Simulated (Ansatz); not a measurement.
Input

```
crystal:
  lattice:
    - [6.9387499551, 0.0, 0.0]
    - [-3.4693749776, 6.0091337317, 0.0]
    - [0.0, 0.0, 5.5723933693]
  atoms:
    - { symbol: Zn, position: [0.3333333333, 0.6666666667, 0.4502487826] }
    - { symbol: Zn, position: [0.2939486645, 0.1469743323, 0.3600119151] }
    - { symbol: Zn, position: [0.8530256677, 0.7060513355, 0.3600119151] }
    - { symbol: Zn, position: [0.8530256677, 0.1469743323, 0.3600119151] }
    - { symbol: Zn, position: [0.6666666667, 0.3333333333, 0.9502487826] }
    - { symbol: Zn, position: [0.1469743323, 0.2939486645, 0.8600119151] }
    - { symbol: Zn, position: [0.7060513355, 0.8530256677, 0.8600119151] }
    - { symbol: Zn, position: [0.1469743323, 0.8530256677, 0.8600119151] }
    - { symbol: Se, position: [0.6666666667, 0.3333333333, 0.5087838069] }
    - { symbol: Se, position: [0.3333333333, 0.6666666667, 0.0087838069] }
    - { symbol: O, position: [0.1599087192, 0.3198174384, 0.5019772217] }
    - { symbol: O, position: [0.1599087192, 0.8400912808, 0.5019772217] }
    - { symbol: O, position: [0.6801825616, 0.8400912808, 0.5019772217] }
    - { symbol: O, position: [0.3198174384, 0.1599087192, 0.0019772217] }
    - { symbol: O, position: [0.8400912808, 0.6801825616, 0.0019772217] }
    - { symbol: O, position: [0.8400912808, 0.1599087192, 0.0019772217] }
basis:
  ecutwfc: 420
kpoints:
  mp_grid: { grid: [6, 6, 6] }
hamiltonian:
  xc: pbe
scf:
  occupations: { method: gaussian, width: 0.02 }
output:
  forces: true
  stress: true
  eigenvalues: true
  write_density: true
  write_potential: true
  elf: true
  volumetric_format: npy
relax:
  adjacent_minimum: "off"
  f_tol: 0.01
  max_steps: 80
  cell: { stress_tol: 0.05 }
```

Run with:

```sh
ansatz run input.yaml --threads 1 --pin off --max-ram 2560MiB --backend cpu --events-out ev --progress --plain --runs-dir out
```

Below, planes, directions and counts refer to the conventional cell (a = 6.94 Å, b = 6.94 Å, c = 5.61 Å, α = 90.00°, β = 90.00°, γ = 120.00°).

The fields are those of the run's last geometry, not of the input's.

Space group P6₃mc; a generated structure, not necessarily the stable one.

Method: Ansatz, DFT PBE, scalar-relativistic, plane waves, PAW.

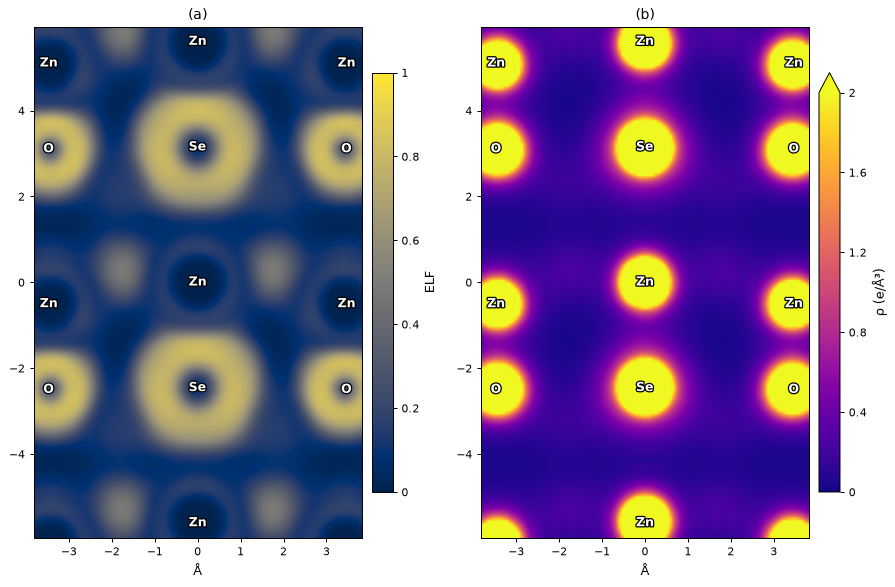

Zn₄SeO₃. (a) electron localisation function; (b) valence charge density (pseudo) on the (100) plane of the conventional cell.

Core electrons are frozen (PAW), and the valence fields are smoothed inside the atomic spheres.

Q: What do the fields say about this system?

A: Atoms in the plane: Zn, Se and O.
Zn–O (2.00 Å): the density is about 0.58 e/Å³ at the midpoint; the ELF peaks at about 0.85 in the valence shell of O, 0.6 Å from its nucleus, and is about 0.25 at the midpoint: no localised pair shows between them.
Zn–Se (2.46 Å): ρ is about 0.47 e/Å³ halfway, with its minimum of 0.38 e/Å³ about 1.1 Å from Zn; the ELF is about 0.55 at the midpoint.
Between the atoms the lowest density in this plane is 0.03 e/Å³.
